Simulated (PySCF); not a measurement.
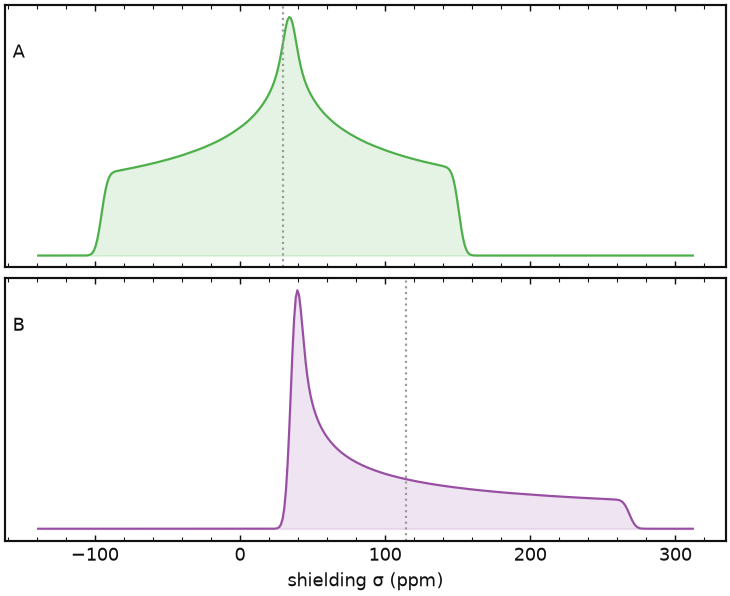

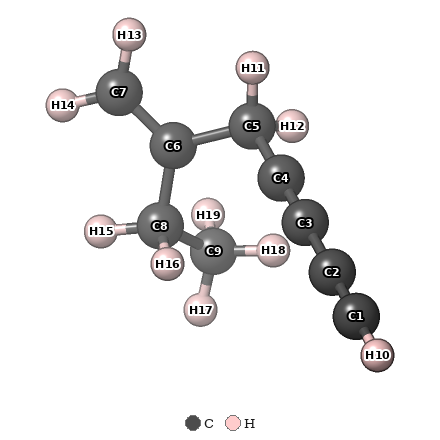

Static powder patterns (¹³C) from GIAO shielding tensors of C₉H₁₀, SMILES C#CC#CCC(=C)CC, PBE0/pcSseg-1 with PySCF 2.14.0, at a PBE0-D3(BJ)/def2-SVP geometry (no frequency check); absolute shielding, one fixed geometry of the isolated molecule without any motion, no dipolar terms. The dotted line is the isotropic value; skew is 3(σiso − σ22)/span.

Question: The panels belong to C1 and C6. Which is which?

Answer: panel A: C6, σ11, σ22, σ33 = −95, 34, 151 ppm, isotropic 30, span 246 ppm, skew −0.05; panel B: C1, σ11, σ22, σ33 = 36, 38, 268 ppm, isotropic 114, span 232 ppm, skew 0.98.

Known limits of this run: one conformer of a flexible molecule.
